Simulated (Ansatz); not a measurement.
## Electronic structure of C2H7AlO2 in real space

The calculation's input:

```
crystal:
  periodic: [false, false, false]
  atoms:
    - {symbol: C, position_ang: [-1.929809, -0.759707, 0.109302]}
    - {symbol: O, position_ang: [-0.755220, -1.417920, 0.466641]}
    - {symbol: Al, position_ang: [0.904015, -1.171026, 0.536706]}
    - {symbol: O, position_ang: [1.655745, 0.254709, 0.066599]}
    - {symbol: C, position_ang: [1.356354, 1.512363, -0.452335]}
    - {symbol: H, position_ang: [-2.421375, -1.282520, -0.718224]}
    - {symbol: H, position_ang: [-1.756806, 0.277473, -0.203272]}
    - {symbol: H, position_ang: [-2.625719, -0.743808, 0.954836]}
    - {symbol: H, position_ang: [1.801166, -2.336553, 1.070395]}
    - {symbol: H, position_ang: [1.911716, 1.679297, -1.381439]}
    - {symbol: H, position_ang: [1.648086, 2.294811, 0.256509]}
    - {symbol: H, position_ang: [0.288846, 1.637780, -0.671620]}
basis:
  gaussian: {orbitals: def2-TZVPP}
hamiltonian: {xc: pbe0, dispersion: d4}
output: {orbitals: {seedname: orbitals}}
```

Run with:

```sh
ansatz run in.yaml --threads 4 --pin off --events-out ev --progress --plain --max-ram 10444MiB
```

Geometry: PBE0-D4/def2-TZVP.

All numbers below come from RKS PBE0-D4/def2-TZVPP in Ansatz.

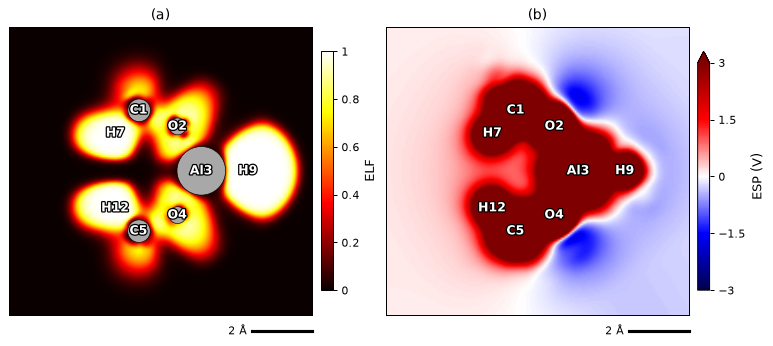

Figure 1. (a) ELF; (b) molecular electrostatic potential on the plane of atoms Al3, O4 and C5. Grey discs cover the atomic cores in the ELF map.

Interpret the plot.

Answer.
- The section cuts through C, O, Al and H sites.
- C–O (1.39 Å): the ELF peaks at about 0.85 between the atoms: a shared but strongly polarised pair.
- Al–O (1.68 Å): the ELF peaks at about 0.85 in the valence shell of O, 0.6 Å from its nucleus, and is about 0.45 at the midpoint.
- C–H (1.10 Å): the ELF climbs to about 1 towards the hydrogen, as it does in any bond to H; a covalent bond by its length.
- Al–H (1.56 Å): the ELF climbs to about 1 towards the hydrogen.
- The ELF also peaks beside O4 and O2, away from the bonds: lone-pair regions.
- Outside the dense part of the molecule the potential is most negative (−1.6 V) near O2 and O4.

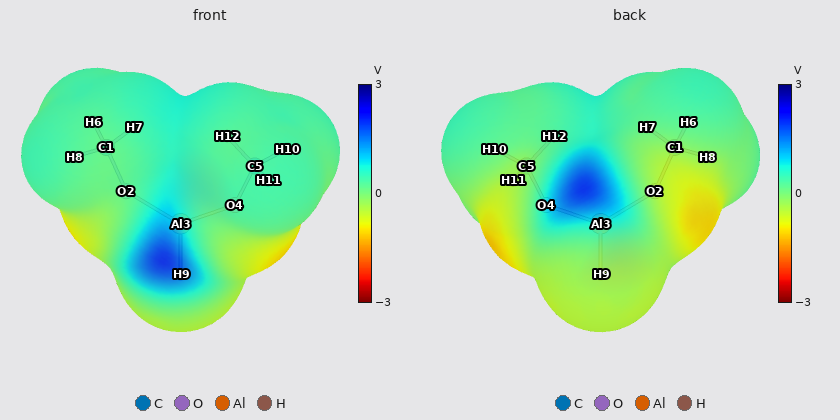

Figure 2. The electrostatic potential painted on the density surface at 0.001 e/bohr³, seen from the front and from behind; red is negative and blue positive.

Describe the electrostatic potential map.

Answer. The most negative region (about −1.1 V) lies over O2 and O4, the most positive (about +2.0 V) over Al3.

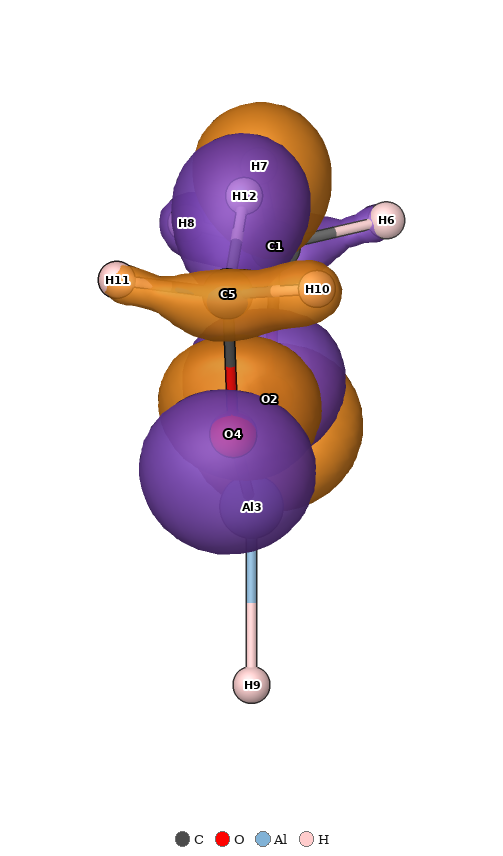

Figure 3. The HOMO at ±0.15 Å⁻³ᐟ² (orange and purple are the two phases), seen at an oblique angle.

What is the character of this orbital?

Answer. By Hirshfeld shares it lies mainly on O2 (about 30 %), O4 (about 30 %), C1 (about 10 %) and C5 (about 10 %). Its energy is −7.97 eV.
